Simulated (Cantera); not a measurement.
A closed system holds: 1 mol acetone, 0.34 mol O2, held at 1.00 bar.

Equilibrium computed with Cantera from the NASA thermochemical tables; the gas is ideal and each condensed phase is pure. Candidate condensed phases: C, C6H6, C7H8, C8H18, H2O; 131 gas species. Ions and electrons are included (thermal ionisation). The feed counts by its element totals alone. Rates play no part.

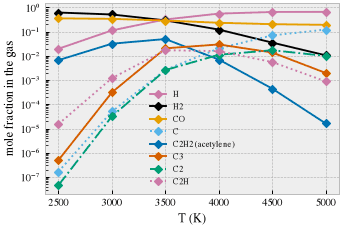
Figure. Equilibrium gas composition (values under 1e-9 drawn at 1e-9)

### Question
Read off the mole fractions at 3500 K.

### Answer
H about 0.32, H2 about 0.29, CO about 0.29, C2H2 (acetylene) about 0.050, C3 about 0.021, C2H about 0.017, C about 0.0026, C2 about 0.0026.
